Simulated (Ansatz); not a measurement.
A series of calculations on Si₂PH₇O

**1. Relaxation**

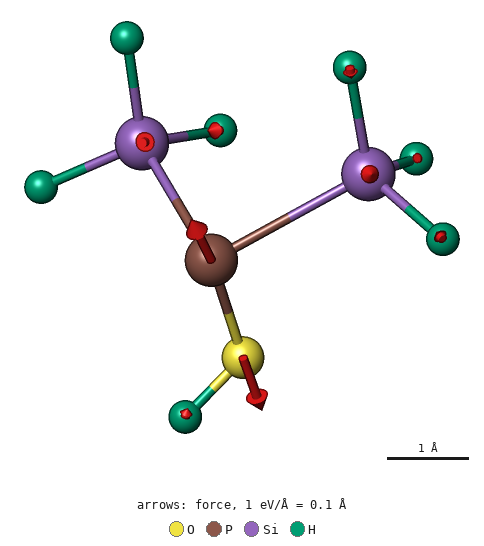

Starting geometry of Si2PH7O with the computed forces as red arrows. Style: ball-and-stick. Shown at a tilt.

The run prepares an end point of a later path (torsion) calculation, from a guessed geometry.

These are results of Ansatz, RKS r2SCANh/STO-3G, not measurements.

Input file:
```yaml
crystal:
  periodic: [false, false, false]
  atoms:
    - { symbol: O, position_ang: [-0.3391, 1.953, -0.1717] }
    - { symbol: P, position_ang: [0.7455, 0.8373, -0.269] }
    - { symbol: Si, position_ang: [0.4113, -0.2303, 1.653] }
    - { symbol: Si, position_ang: [-0.2154, -0.728, -1.4628] }
    - { symbol: H, position_ang: [-0.2493, 2.6859, -0.8849] }
    - { symbol: H, position_ang: [0.9249, 0.6473, 2.7741] }
    - { symbol: H, position_ang: [1.2712, -1.4801, 1.6544] }
    - { symbol: H, position_ang: [-0.9509, -0.5404, 1.869] }
    - { symbol: H, position_ang: [-1.6354, -1.0049, -0.8698] }
    - { symbol: H, position_ang: [-0.4249, -0.2266, -2.8237] }
    - { symbol: H, position_ang: [0.5277, -1.9703, -1.448] }
basis:
  gaussian: { orbitals: STO-3G }
hamiltonian:
  xc: r2scanh
relax:
  f_tol: 0.015
  max_steps: 40
```

Run as
```bash
ansatz run input.yaml --threads 1 --pin off --max-ram 2048MiB --backend cpu --events-out ev --progress --plain --runs-dir out
```

Is this structure relaxed? If not, where do the atoms go?

It isn't relaxed: the largest force vector, on O1, is 8.87 eV/Å. The final displacements follow the starting forces only in part (cosine between the two patterns 0.37). Over 8 accepted moves (10 points after the start) the energy falls by 119.7 kJ/mol. Largest force component: 6.9 eV/Å at the start, 0.0061 eV/Å at the end. The line search rejected the trial steps at points 3, 9 of the run. H5 moves most after the best rigid fit: 0.35 Å. Largest moves by element: H 0.35 Å, O 0.23 Å, Si 0.08 Å, P 0.07 Å. Some distances before and after: O1–P2 1.559 → 1.766 Å, Si4–H9 1.564 → 1.445 Å, Si3–H7 1.517 → 1.443 Å, Si3–H6 1.514 → 1.443 Å. Among the angles between lasting bonds that change: P2–O1–H5 114.0° → 100.5°, O1–P2–Si4 103.9° → 97.5°, P2–Si4–H9 108.6° → 113.4°. Groups turn about O1–P2 by about 30°. Cost: 49 s on 1 thread of AMD EPYC 7R43 64-Core Processor (Zen 3) (shared host), peak memory 0.16 GiB.

Limits of the set-up: STO-3G is a minimal basis, so the numbers are rough.

**2. Relaxation**

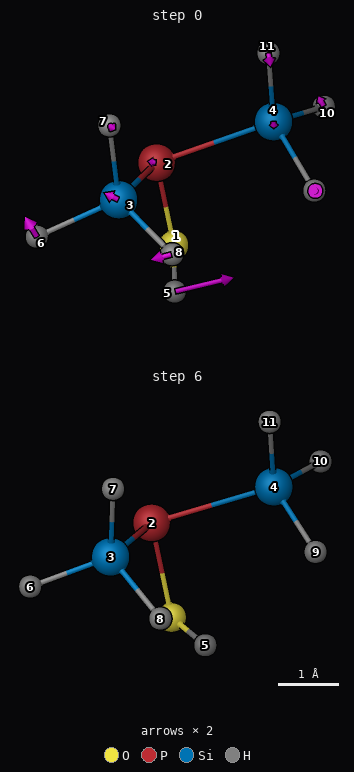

The structure of Si$_{2}$PH$_{7}$O before (top) and after (bottom) a relaxation, at one scale. The purple arrows give the displacements, magnified 2 times.

Style: ball-and-stick. Shown from a free direction.

The run prepares an end point of a later path (torsion) calculation, from a guessed geometry.

All numbers below come from RKS r2SCANh/STO-3G in Ansatz. Settings: no spin polarisation; force threshold 0.015 eV/Å; at most 40 steps.

> Summarise the run.

After 6 geometry steps the energy has fallen by 1.208 eV. Largest force component: 6.1 eV/Å at the start, 0.0045 eV/Å at the end. The atom that moves furthest after the best rigid fit is H5 (0.53 Å). By element the largest moves are H 0.53 Å, O 0.19 Å, Si 0.15 Å, P 0.09 Å. Among the contacts that change: O1–P2 1.559 → 1.760 Å, Si4–H9 1.564 → 1.447 Å, Si3–H7 1.517 → 1.443 Å, Si3–H6 1.514 → 1.442 Å. Bond angles that change, for instance: P2–O1–H5 114.0° → 104.4°, H10–Si4–H11 112.1° → 108.3°, O1–P2–Si4 103.9° → 100.4°. Groups turn about O1–P2 by about 35°.

Limits of the set-up: STO-3G is a minimal basis, so the numbers are rough.

**3. Path**

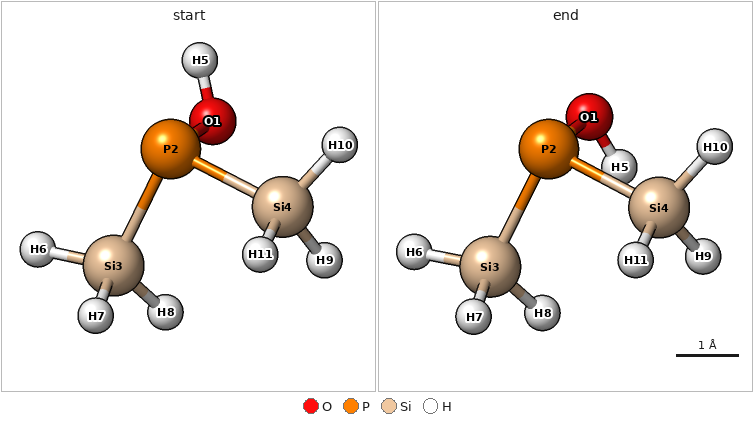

The two relaxed end points of a path for Si2PH7O. A ball-and-stick model, seen at a tilt.

Method: RKS r2SCANh/STO-3G (Ansatz 0.2.0).

Input
```yaml
crystal:
  periodic: [false, false, false]
  atoms:
    - { symbol: O, position_ang: [-0.567467, 1.937695, -0.199459] }
    - { symbol: P, position_ang: [0.780391, 0.80287, -0.322027] }
    - { symbol: Si, position_ang: [0.471824, -0.174714, 1.657639] }
    - { symbol: Si, position_ang: [-0.268946, -0.771284, -1.508992] }
    - { symbol: H, position_ang: [-0.133852, 2.78358, -0.571294] }
    - { symbol: H, position_ang: [1.007478, 0.650063, 2.713238] }
    - { symbol: H, position_ang: [1.172057, -1.43665, 1.67847] }
    - { symbol: H, position_ang: [-0.919667, -0.428412, 1.951836] }
    - { symbol: H, position_ang: [-1.59929, -1.06251, -1.026353] }
    - { symbol: H, position_ang: [-0.376864, -0.365631, -2.889431] }
    - { symbol: H, position_ang: [0.499936, -1.992105, -1.463027] }
basis:
  gaussian: { orbitals: STO-3G }
hamiltonian:
  xc: r2scanh
neb:
  order_check: false
  images: 7
  f_tol: 0.03
  max_iterations: 55
  initial_path: idpp
  final_atoms:
    - { symbol: O, position_ang: [-0.11289198, 2.1650312, -0.37651599] }
    - { symbol: P, position_ang: [0.99466356, 0.7975449, -0.38242188] }
    - { symbol: Si, position_ang: [0.5399126, -0.0960045, 1.61620836] }
    - { symbol: Si, position_ang: [-0.20717578, -0.68818587, -1.54343386] }
    - { symbol: H, position_ang: [-1.01155854, 1.76470177, -0.08920479] }
    - { symbol: H, position_ang: [1.16046302, 0.66628583, 2.67172337] }
    - { symbol: H, position_ang: [1.03343075, -1.45075781, 1.68415591] }
    - { symbol: H, position_ang: [-0.88374093, -0.12270884, 1.87296315] }
    - { symbol: H, position_ang: [-1.59500052, -0.68187051, -1.13437298] }
    - { symbol: H, position_ang: [-0.16560994, -0.39133132, -2.95424998] }
    - { symbol: H, position_ang: [0.31310778, -2.01980283, -1.34425131] }
```

Command:
```bash
ansatz run input.yaml --threads 1 --pin off --max-ram 2048MiB --backend cpu --events-out ev --progress --plain --runs-dir out
```

Question: What barrier does the band find between them, and by what path?

Answer: The highest point, image 5, lies 0.239 eV above the start and 0.075 eV above the end; the end is at +0.165 eV relative to the start. The motion is a rotation about the O1–P2 bond by about 175°. No bond forms or breaks between the ends. Among the angles between lasting bonds that change up to the highest image: O1–P2–Si4 97.5° → 101.4°, P2–O1–H5 100.5° → 103.8°. The band is converged. At the top, the vibrational analysis gives one imaginary mode (359i cm⁻¹), as a transition state must have.

Energies of the converged images:

| image | path (Å) | E (eV) |
| --- | --- | --- |
| 0 | 0.00 | 0.000 |
| 1 | 0.34 | 0.005 |
| 2 | 0.68 | 0.030 |
| 3 | 1.02 | 0.093 |
| 4 | 1.36 | 0.189 |
| 5 | 1.69 | 0.239 |
| 6 | 1.97 | 0.214 |
| 7 | 2.25 | 0.177 |
| 8 | 2.53 | 0.165 |

The geometry at the top of the path:

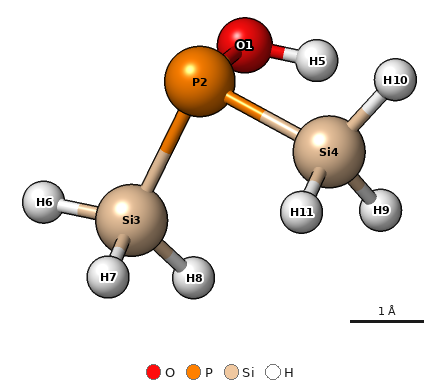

Limits of the set-up: STO-3G is a minimal basis, so the numbers are rough.

The run took 3.8 min on 1 thread of AMD EPYC 7R43 64-Core Processor (Zen 3), with other jobs on the host, peak memory 0.15 GiB.
